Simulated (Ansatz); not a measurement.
# CH₅BClNO: one species, many methods

Aim: compute CH₅BClNO with functionals from several rungs and with coupled cluster, and see how far each lands from CCSD(T) at the basis-set limit for the atomisation energy.

Program: Ansatz 0.2.0, Gaussian basis. Level of theory: functionals in def2-TZVPP, the program's frozen cores in correlated methods. These are calculated values, not measurements.

The runs, in order: PBE-D4, r2SCAN-D4, PBE0-D4, B3LYP-D4, ωB97X-V, ωB97M-V, B2PLYP; CCSD(T)/def2-TZVPP; MP2/def2-QZVPP; extrapolation to the limit.

**1. The geometry**

All runs share one geometry, relaxed beforehand with PBE0-D4 in a triple-zeta def2 set.

SMILES `NCB(O)Cl`, 10 atoms, charge 0, spin multiplicity 1.

Atoms are counted from 1 here; the program's logs count them from 0.

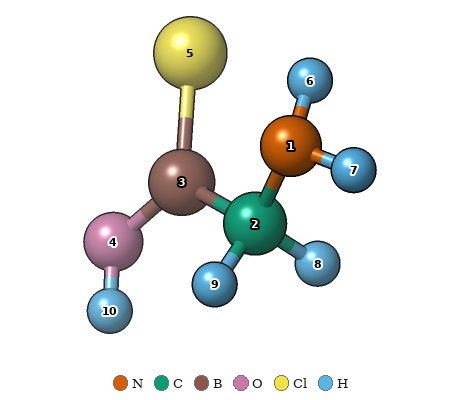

The geometry (nitrogen orange, carbon teal, boron brown, oxygen pink, chlorine yellow, hydrogen blue); atoms are numbered from 1 in the order of the file.

**2. PBE-D4 (GGA)**

in.yaml reads:

```yaml
crystal:
  periodic: [false, false, false]
  atoms:
    - {symbol: N, position_ang: [-0.264271, 1.362046, 0.773945]}
    - {symbol: C, position_ang: [-0.415229, -0.021238, 0.363384]}
    - {symbol: B, position_ang: [0.561300, -0.481528, -0.779275]}
    - {symbol: O, position_ang: [0.307078, -1.512864, -1.609891]}
    - {symbol: Cl, position_ang: [2.133390, 0.299975, -0.980297]}
    - {symbol: H, position_ang: [0.714368, 1.611521, 0.835646]}
    - {symbol: H, position_ang: [-0.684730, 1.529372, 1.677691]}
    - {symbol: H, position_ang: [-0.255797, -0.754908, 1.178880]}
    - {symbol: H, position_ang: [-1.447262, -0.188468, 0.026095]}
    - {symbol: H, position_ang: [-0.565648, -1.895109, -1.483277]}
basis:
  gaussian: {orbitals: def2-TZVPP}
hamiltonian: {xc: pbe, dispersion: d4}
output: {forces: true, orbitals: {seedname: orbitals}}
```

Launch:

```sh
> ansatz run in.yaml --threads 4 --pin off --events-out ev --progress --plain --max-ram 10444MiB
```

The runs that follow: r2SCAN-D4 (meta-GGA); PBE0-D4 (hybrid); B3LYP-D4 (hybrid); ωB97X-V (range-separated); ωB97M-V (range-separated); B2PLYP (double hybrid); CCSD(T) in def2-TZVPP; MP2 in def2-QZVPP.

Q: Predict the results of all the runs planned. Wanted: atomisation energy, CCSD(T)/CBS; farthest; mean size of error, hybrid; mean size of error, range-separated; gap, smallest and largest; T1 diagnostic; triples share of the correlation energy.

As calculated:

| quantity | value |
| --- | --- |
| atomisation energy, CCSD(T)/CBS | 3840.7 kJ/mol |
| functionals within 19.2 kJ/mol (0.5 %) | r2SCAN-D4, B3LYP-D4, ωB97X-V |
| farthest | PBE-D4 (+110.2 kJ/mol) |
| mean size of error, hybrid | 16.8 kJ/mol |
| mean size of error, range-separated | 23.0 kJ/mol |
| gap, smallest and largest | 4.45 eV (PBE-D4), 11.74 eV (ωB97X-V) |
| T1 diagnostic | 0.0110 |
| triples share of the correlation energy | 3.8 % |

**Reading.** PBE-D4 misses by +110.2 kJ/mol. Double hybrids carry the basis error of their MP2 part in triple zeta, and no dispersion term here, so their miss is partly the set-up's. Misses under about 19.2 kJ/mol are within the doubt on the reference itself, which lacks core-valence correlation, relativity and higher excitations. Hartree-Fock recovers 72 % of the binding; the rest is correlation. Orbital gaps span 4.4 to 11.7 eV; exact exchange widens them.
